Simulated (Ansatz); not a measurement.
# H4OSn: molecular dynamics

Purpose: to follow the molecule's vibrations and see whether its bonds hold. The start is relaxed first. Runs: 300 steps of 0.5 fs at constant energy (fourth-order Milne integrator), with velocities drawn for 200 K. SMILES of the start: [OH][SnH3].

Program: Ansatz 0.2.0. Level of theory: RKS BHLYP/def2-mTZVP. These are calculated values, not measurements.

## (1) The structure to begin with

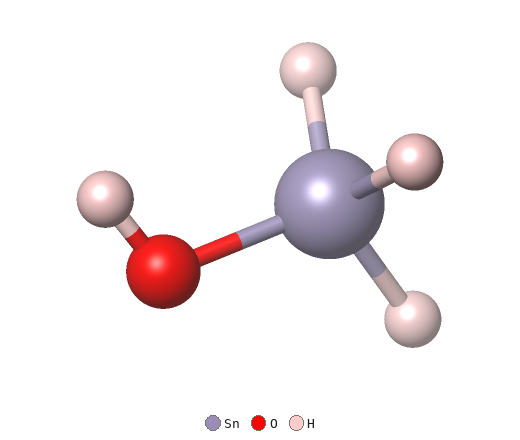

The starting structure, seen from a chosen angle (tin purple, oxygen red, hydrogen pink).

Structure file:

```xyz
6

Sn    0.0000    0.0000    0.0000
O     0.0000    0.0000    1.9600
H    -0.9095   -0.2814    2.2971
H     1.6408    0.0000   -0.5794
H    -0.8195    1.4198   -0.5794
H    -0.8195   -1.4198   -0.5794
```

## (2) Preparing the start

The input, input.yaml:

```yaml
crystal:
  periodic: [false, false, false]
  atoms:
    - { symbol: Sn, position_ang: [0.0, 0.0, 0.0] }
    - { symbol: O, position_ang: [0.0, 0.0, 1.96] }
    - { symbol: H, position_ang: [-0.9095, -0.2814, 2.2971] }
    - { symbol: H, position_ang: [1.6408, 0.0, -0.5794] }
    - { symbol: H, position_ang: [-0.8195, 1.4198, -0.5794] }
    - { symbol: H, position_ang: [-0.8195, -1.4198, -0.5794] }
basis:
  gaussian: { orbitals: def2-mTZVP }
hamiltonian:
  xc: { name: BHLYP }
relax:
  f_tol: 0.02
  max_steps: 40
```

Command:

```
$ ansatz run input.yaml --threads 1 --pin off --max-ram 2048MiB --backend cpu --events-out ev --progress --plain --runs-dir out
```

The log of the run, shortened:

```text
Warning: RAYON_NUM_THREADS=1 ignored (pool sized by the plan → 1); use --threads N
[...]
Functional definition: BHLYP
[...]
863 factors; integrals over basis functions are off by at most 5.2e-4 eV
[...]
mean field -7940.74826014 eV, -291.8171161278 hartree, gradient 8.0e-5 eV, S^2 0.000000; 0 other end points of the search recorded, 0 dependent functions left out
[...]
reference -7940.74842656 eV, -291.8171222434 hartree; 17, 17 occupied and 55, 55 virtual orbitals, 863 factors
relax step   1: F+E_penalty+E_count = -7940.74826014 eV  Δ(F+E_penalty+E_count) = +0.000e0 eV  max|allowed force component| = 2.323e0 eV/Å  Δτ_max = 0.0000 Å  (24 SCF iters, accepted)
[...]
relax step   4: F+E_penalty+E_count = -7940.88388705 eV  Δ(F+E_penalty+E_count) = -8.133e-4 eV  max|allowed force component| = 4.330e-2 eV/Å  Δτ_max = 0.0089 Å  (31 SCF iters, accepted)
[...]
relax step   7: F+E_penalty+E_count = -7940.88458170 eV  Δ(F+E_penalty+E_count) = -8.079e-5 eV  max|allowed force component| = 1.835e-2 eV/Å  Δτ_max = 0.0092 Å  (24 SCF iters, accepted)
[...]
relax step  10: F+E_penalty+E_count = -7940.88430594 eV  Δ(F+E_penalty+E_count) = +3.800e-4 eV  max|allowed force component| = 1.733e-1 eV/Å  Δτ_max = 0.0376 Å  (30 SCF iters, rejected (line search))
[...]
relax step  12: F+E_penalty+E_count = -7940.88481792 eV  Δ(F+E_penalty+E_count) = -1.827e-5 eV  max|allowed force component| = 5.168e-2 eV/Å  Δτ_max = 0.0250 Å  (30 SCF iters, accepted)
[...]
relax step  13: F+E_penalty+E_count = -7940.88483232 eV  Δ(F+E_penalty+E_count) = -1.441e-5 eV  max|allowed force component| = 1.697e-2 eV/Å  Δτ_max = 0.0038 Å  (24 SCF iters, accepted)
863 factors; integrals over basis functions are off by at most 5.5e-4 eV
mean field -7940.88483232 eV, -291.8221350628 hartree, gradient 8.2e-6 eV, S^2 0.000000; 1 other end points of the search recorded, 0 dependent functions left out
[...]
reference -7940.88499694 eV, -291.8221411122 hartree; 17, 17 occupied and 55, 55 virtual orbitals, 863 factors
Total energy: -7940.88499694 eV, -291.8221411122 hartree
Atom 0 at    -0.024478    -0.024107    -0.060140 Å, force     0.003882    -0.007570     0.002961 eV/Å
Atom 1 at     0.006971    -0.103355     1.910754 Å, force    -0.016972     0.002839     0.009411 eV/Å
Atom 2 at    -0.848889    -0.138406     2.331474 Å, force     0.016631     0.000948    -0.007370 eV/Å
Atom 3 at     1.619446     0.013891    -0.472522 Å, force     0.000432     0.002356    -0.000793 eV/Å
Atom 4 at    -0.850048     1.387873    -0.541013 Å, force    -0.001008    -0.002877    -0.000070 eV/Å
Atom 5 at    -0.810702    -1.417295    -0.649652 Å, force    -0.002965     0.004304    -0.004140 eV/Å
Dipole moment:    -0.259459     0.006386    -0.266681 e Å
```

Wall time 30 s (1 thread of AMD EPYC 7R43 (Zen 3), shared host); peak memory 0.15 GiB.

Step by step:

| step | energy from step 1 (eV) | largest force component (eV/Å) |
| --- | --- | --- |
| 1 | 0.0000 | 2.3226 |
| 2 | -0.1029 | 0.9035 |
| 3 | -0.1348 | 0.1808 |
| 4 | -0.1356 | 0.0433 |
| 5 | -0.1362 | 0.0069 |
| 6x | -0.0848 | 1.9248 |
| 7 | -0.1363 | 0.0184 |
| 8x | -0.1363 | 0.1432 |
| 9 | -0.1364 | 0.0311 |
| 10x | -0.1360 | 0.1733 |
| 11 | -0.1365 | 0.0021 |
| 12 | -0.1366 | 0.0517 |
| 13 | -0.1366 | 0.0170 |

Step 1 is the start. 3 steps were tried and not accepted (marked x).

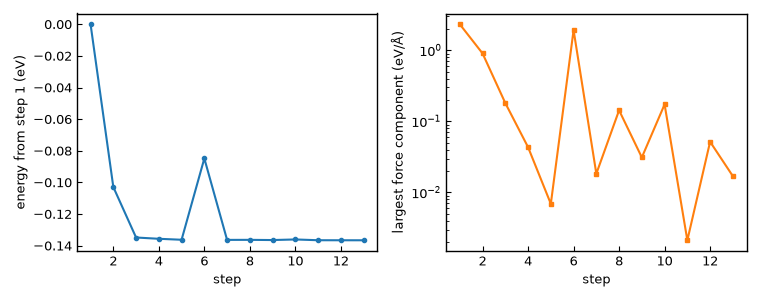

Energy and largest force along the relaxation.

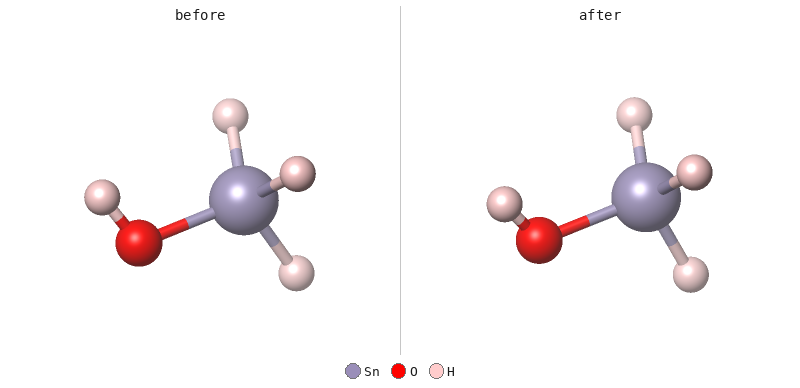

Before and after, at one scale.

After: Bond lengths: Sn1–O2 1.973 Å, O2–H3 0.954 Å, Sn1–H4 1.695 Å, Sn1–H5 1.705 Å, Sn1–H6 1.705 Å. Angles: Sn1–O2–H3 115.3°, O2–Sn1–H4 103.2°, O2–Sn1–H5 108.8°, O2–Sn1–H6 108.7°, H4–Sn1–H5 112.5°, H4–Sn1–H6 112.4°, H5–Sn1–H6 110.9°.

## (3) Dynamics

300 steps of 0.5 fs at constant energy (fourth-order milne integrator), with velocities drawn for 200 K, from the relaxed start. H is given a mass of 2.014 u.

The input, input.yaml:

```yaml
crystal:
  periodic: [false, false, false]
  atoms:
    - { symbol: Sn, position_ang: [-0.024478, -0.024107, -0.06014] }
    - { symbol: O, position_ang: [0.006971, -0.103355, 1.910754] }
    - { symbol: H, position_ang: [-0.848889, -0.138406, 2.331474] }
    - { symbol: H, position_ang: [1.619446, 0.013891, -0.472522] }
    - { symbol: H, position_ang: [-0.850048, 1.387873, -0.541013] }
    - { symbol: H, position_ang: [-0.810702, -1.417295, -0.649652] }
basis:
  gaussian: { orbitals: def2-mTZVP }
hamiltonian:
  xc: { name: BHLYP }
md:
  timestep: 0.5
  n_steps: 300
  ensemble: nve_milne
  temperature: 200.0
  initial_velocities: maxwell_boltzmann
  seed: 674024
  masses: [{ species: H, mass: 2.014 }]
```

Command:

```
$ ansatz run input.yaml --threads 1 --pin off --max-ram 2048MiB --backend cpu --events-out ev --progress --plain --runs-dir out
```

The log of the run, shortened:

```text
Warning: RAYON_NUM_THREADS=1 ignored (pool sized by the plan → 1); use --threads N
[...]
[... 1 set-up line as earlier in the session ...]
[...]
863 factors; integrals over basis functions are off by at most 5.1e-4 eV
[...]
mean field -7940.88483022 eV, -291.8221349856 hartree, gradient 7.9e-5 eV, S^2 0.000000; 0 other end points of the search recorded, 0 dependent functions left out
[...]
reference -7940.88499505 eV, -291.8221410429 hartree; 17, 17 occupied and 55, 55 virtual orbitals, 863 factors
md step     0: t =     0.00 fs  T =   200.0 K  F+E_penalty+E_count = -7940.88483022 eV  E_kin = 0.103408 eV  conserved = -7940.78142222 eV  (24 SCF iters)
[...]
md step    20: t =    10.00 fs  T =   104.6 K  F+E_penalty+E_count = -7940.83551664 eV  E_kin = 0.054094 eV  conserved = -7940.78142313 eV  (24 SCF iters)
[...]
md step    40: t =    20.00 fs  T =    59.7 K  F+E_penalty+E_count = -7940.81228082 eV  E_kin = 0.030858 eV  conserved = -7940.78142313 eV  (24 SCF iters)
[...]
md step    60: t =    30.00 fs  T =   107.6 K  F+E_penalty+E_count = -7940.83703276 eV  E_kin = 0.055611 eV  conserved = -7940.78142197 eV  (24 SCF iters)
[...]
md step    80: t =    40.00 fs  T =    78.7 K  F+E_penalty+E_count = -7940.82209766 eV  E_kin = 0.040675 eV  conserved = -7940.78142309 eV  (23 SCF iters)
md step    81: t =    40.50 fs  T =    68.1 K  F+E_penalty+E_count = -7940.81664205 eV  E_kin = 0.035220 eV  conserved = -7940.78142179 eV  (23 SCF iters)
md step    82: t =    41.00 fs  T =    59.4 K  F+E_penalty+E_count = -7940.81212007 eV  E_kin = 0.030696 eV  conserved = -7940.78142393 eV  (24 SCF iters)
```

## (4) More of the same log: dynamics from the start

The log, continued, shortened:

```text
md step    83: t =    41.50 fs  T =    53.0 K  F+E_penalty+E_count = -7940.80882027 eV  E_kin = 0.027397 eV  conserved = -7940.78142312 eV  (24 SCF iters)
[...]
md step   109: t =    54.50 fs  T =    65.3 K  F+E_penalty+E_count = -7940.81517034 eV  E_kin = 0.033747 eV  conserved = -7940.78142348 eV  (24 SCF iters)
[...]
md step   135: t =    67.50 fs  T =   104.1 K  F+E_penalty+E_count = -7940.83526941 eV  E_kin = 0.053846 eV  conserved = -7940.78142310 eV  (23 SCF iters)
[...]
md step   161: t =    80.50 fs  T =    77.1 K  F+E_penalty+E_count = -7940.82129445 eV  E_kin = 0.039871 eV  conserved = -7940.78142329 eV  (23 SCF iters)
[...]
md step   186: t =    93.00 fs  T =   156.7 K  F+E_penalty+E_count = -7940.86242814 eV  E_kin = 0.081005 eV  conserved = -7940.78142297 eV  (23 SCF iters)
md step   187: t =    93.50 fs  T =   162.2 K  F+E_penalty+E_count = -7940.86527947 eV  E_kin = 0.083857 eV  conserved = -7940.78142217 eV  (31 SCF iters)
```

## (5) The output, continued: dynamics from the start

The log, continued, shortened:

```text
md step   188: t =    94.00 fs  T =   165.4 K  F+E_penalty+E_count = -7940.86695433 eV  E_kin = 0.085532 eV  conserved = -7940.78142265 eV  (31 SCF iters)
[...]
md step   209: t =   104.50 fs  T =    94.0 K  F+E_penalty+E_count = -7940.83002465 eV  E_kin = 0.048602 eV  conserved = -7940.78142311 eV  (23 SCF iters)
[...]
md step   230: t =   115.00 fs  T =    60.9 K  F+E_penalty+E_count = -7940.81288834 eV  E_kin = 0.031465 eV  conserved = -7940.78142332 eV  (23 SCF iters)
[...]
md step   251: t =   125.50 fs  T =   106.6 K  F+E_penalty+E_count = -7940.83653995 eV  E_kin = 0.055117 eV  conserved = -7940.78142307 eV  (23 SCF iters)
[...]
md step   298: t =   149.00 fs  T =    52.4 K  F+E_penalty+E_count = -7940.80851037 eV  E_kin = 0.027086 eV  conserved = -7940.78142395 eV  (23 SCF iters)
md step   299: t =   149.50 fs  T =    61.2 K  F+E_penalty+E_count = -7940.81307492 eV  E_kin = 0.031652 eV  conserved = -7940.78142287 eV  (23 SCF iters)
[...]
md step   300: t =   150.00 fs  T =    71.1 K  F+E_penalty+E_count = -7940.81818980 eV  E_kin = 0.036768 eV  conserved = -7940.78142211 eV  (25 SCF iters)
Total energy: -7940.81835527 eV, -291.8196920761 hartree
Atom 0 at    -0.024833    -0.027766    -0.062486 Å, force     0.163291     1.295615     0.319758 eV/Å
Atom 1 at    -0.049220    -0.196473     1.923336 Å, force    -0.168836     0.097356    -0.255507 eV/Å
Atom 2 at    -0.445008     0.529106     2.409047 Å, force     0.091542    -0.165849    -0.238201 eV/Å
Atom 3 at     1.622508     0.283115    -0.447655 Å, force    -0.232948    -0.247446    -0.004196 eV/Å
Atom 4 at    -0.915182     1.413905    -0.552589 Å, force     0.230061    -0.644248     0.263774 eV/Å
Atom 5 at    -0.685232    -1.424699    -0.702166 Å, force    -0.083110    -0.335427    -0.085629 eV/Å
Dipole moment:    -0.131220     0.169794    -0.258354 e Å
```

It took 10 min on 1 thread of AMD EPYC 7R43 (Zen 3), shared host; peak memory 0.15 GiB.

## (6) Frames and traces

The trajectory, every 16 steps (energies from step 0):

| time (fs) | T (K) | potential energy change (meV/atom) | total energy change (meV/atom) |
| --- | --- | --- | --- |
| 0.0 | 200 | 0.0 | 0.00 |
| 8.0 | 87 | 9.7 | 0.00 |
| 16.0 | 42 | 13.6 | 0.00 |
| 24.0 | 146 | 4.6 | 0.00 |
| 32.0 | 129 | 6.1 | 0.00 |
| 40.0 | 79 | 10.5 | 0.00 |
| 48.0 | 102 | 8.4 | 0.00 |
| 56.0 | 98 | 8.8 | 0.00 |
| 64.0 | 106 | 8.1 | 0.00 |
| 72.0 | 117 | 7.2 | 0.00 |
| 80.0 | 67 | 11.4 | 0.00 |
| 88.0 | 83 | 10.1 | 0.00 |
| 96.0 | 155 | 3.9 | 0.00 |
| 104.0 | 90 | 9.5 | 0.00 |
| 112.0 | 22 | 15.4 | 0.00 |
| 120.0 | 126 | 6.3 | 0.00 |
| 128.0 | 147 | 4.6 | 0.00 |
| 136.0 | 60 | 12.0 | 0.00 |
| 144.0 | 69 | 11.3 | 0.00 |
| 150.0 | 71 | 11.1 | 0.00 |

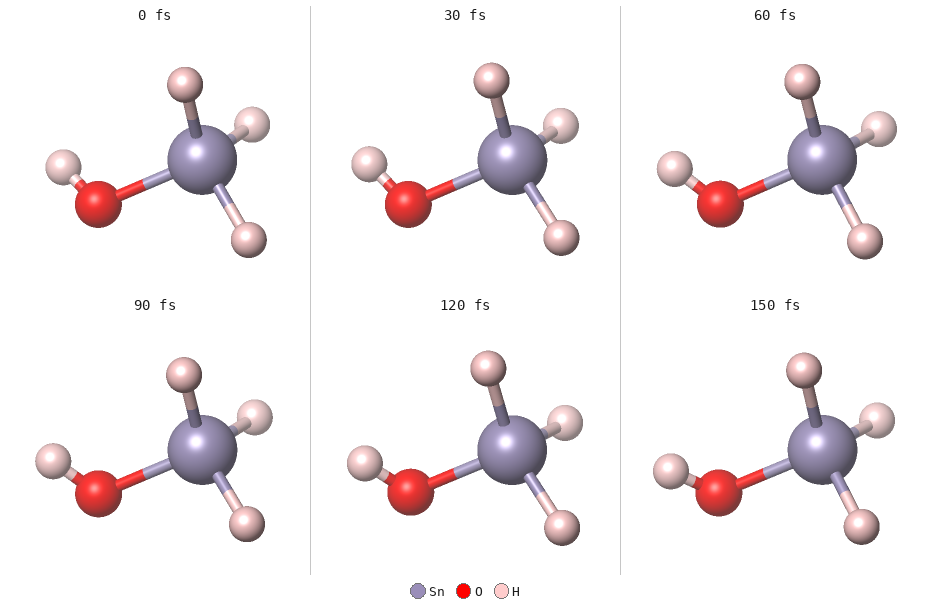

Six frames of the run, seen from a chosen angle. Sticks join atoms within a bonding distance in each frame.

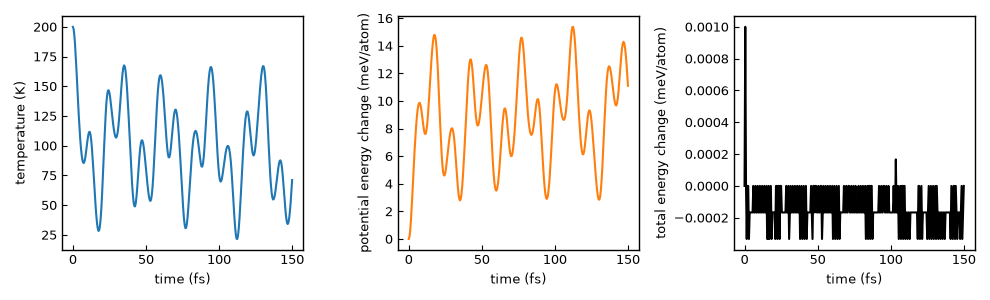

Traces against time; each panel has its own scale.

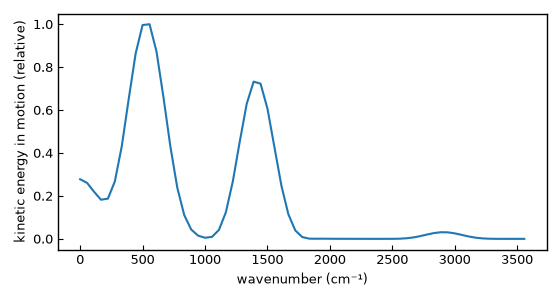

Power spectrum of the mass-weighted velocities; a run of 150 fs resolves no finer than about 440 cm⁻¹.

Maxima of the velocity power spectrum (cm⁻¹, relative height; resolution about 440 cm⁻¹): 560 (100), 1390 (73).

## (7) Snapshots as a file

Extended XYZ, with forces in eV/Å:

```xyz
6
time_fs=19.0 T=39 dE=0.0834
Sn   -0.022   -0.026   -0.058   -0.371   -0.650   -0.191
O    -0.004   -0.125    1.896    0.356   -0.044    0.214
H    -0.852    0.019    2.294   -0.287    0.033    0.218
H     1.565    0.190   -0.528    0.468   -0.288   -0.070
H    -0.797    1.369   -0.509   -0.549    0.607   -0.194
H    -0.889   -1.430   -0.597    0.384    0.342    0.024
6
time_fs=37.5 T=139 dE=0.0316
Sn   -0.022   -0.022   -0.062   -0.310   -0.733    0.391
O    -0.005   -0.142    1.930   -0.329    0.164   -0.275
H    -0.821    0.152    2.347    0.379   -0.143   -0.203
H     1.597   -0.011   -0.518    0.209    0.159    0.004
H    -0.943    1.330   -0.475   -0.041    0.249   -0.096
H    -0.753   -1.457   -0.702    0.091    0.304    0.179
6
time_fs=56.0 T=98 dE=0.0529
Sn   -0.025   -0.023   -0.059    0.164    0.551   -0.170
O    -0.005   -0.153    1.901    0.191   -0.154    0.028
H    -0.728    0.253    2.363   -0.245    0.117    0.096
H     1.652   -0.014   -0.433   -0.308    0.229    0.001
H    -0.984    1.376   -0.497    0.463   -0.460    0.116
H    -0.675   -1.423   -0.728   -0.265   -0.282   -0.071
6
time_fs=75.0 T=56 dE=0.0744
Sn   -0.026   -0.029   -0.059    0.478    1.373   -0.235
O    -0.011   -0.170    1.899   -0.048   -0.043    0.129
H    -0.681    0.343    2.338   -0.081    0.039    0.117
H     1.635    0.253   -0.429   -0.330   -0.323   -0.021
H    -0.857    1.436   -0.558    0.123   -0.572    0.246
H    -0.753   -1.397   -0.665   -0.142   -0.474   -0.236
6
time_fs=94.0 T=165 dE=0.0179
Sn   -0.022   -0.023   -0.062    0.032   -0.195    0.424
O    -0.036   -0.185    1.927   -0.172    0.275   -0.227
H    -0.651    0.401    2.378    0.265   -0.237   -0.255
H     1.602    0.135   -0.554   -0.061   -0.030    0.096
H    -0.935    1.334   -0.491   -0.106    0.185   -0.034
H    -0.735   -1.450   -0.656    0.043    0.002   -0.004
6
time_fs=112.5 T=22 dE=0.0923
Sn   -0.020   -0.018   -0.058   -0.245   -1.529   -0.188
O    -0.050   -0.192    1.893    0.330   -0.256    0.148
H    -0.591    0.445    2.338   -0.218    0.259    0.204
H     1.573   -0.006   -0.568    0.405    0.289   -0.044
H    -1.005    1.256   -0.411   -0.359    0.759   -0.301
H    -0.678   -1.514   -0.670    0.088    0.478    0.181
6
time_fs=131.0 T=164 dE=0.0186
Sn   -0.023   -0.025   -0.059   -0.222    0.017   -0.151
O    -0.045   -0.196    1.903   -0.134    0.151    0.138
H    -0.531    0.505    2.337    0.094   -0.146   -0.003
H     1.594    0.224   -0.491    0.131   -0.125   -0.069
H    -0.925    1.366   -0.487   -0.036   -0.095    0.030
H    -0.727   -1.464   -0.671    0.167    0.197    0.055
6
time_fs=150.0 T=71 dE=0.0666
Sn   -0.025   -0.028   -0.062    0.163    1.296    0.320
O    -0.049   -0.197    1.923   -0.169    0.097   -0.256
H    -0.445    0.529    2.409    0.091   -0.166   -0.238
H     1.623    0.283   -0.448   -0.233   -0.247   -0.004
H    -0.915    1.414   -0.553    0.230   -0.644    0.264
H    -0.685   -1.425   -0.702   -0.083   -0.335   -0.086
```

## (8) What came out

| quantity | value |
| --- | --- |
| relaxation of the start | 9 moves, 0.137 eV lower |
| length | 300 steps of 0.5 fs |
| temperature, first and last step | 200 and 71 K |
| temperature, second half | mean 91 K, from 22 to 167 K |
| potential energy, second half | +9 meV/atom from the start |
| largest change of the total energy | 0.00 meV/atom |
| bonds formed or broken | 0 |

In words: The temperature starts at 200 K and averages 91 K in the second half, where it ranges from 22 to 167 K; a mean near half the start is what vibrations about a minimum give, since they share energy equally between motion and strain. The total energy strays from its start by at most 0.00 meV/atom, under 0.1 % of the mean kinetic energy, so a step of 0.5 fs is short enough over this time. The bonds all hold. Averages from a run of 150 fs with 6 atoms are rough. The nuclei move classically, without zero-point motion, which matters most for hydrogen.
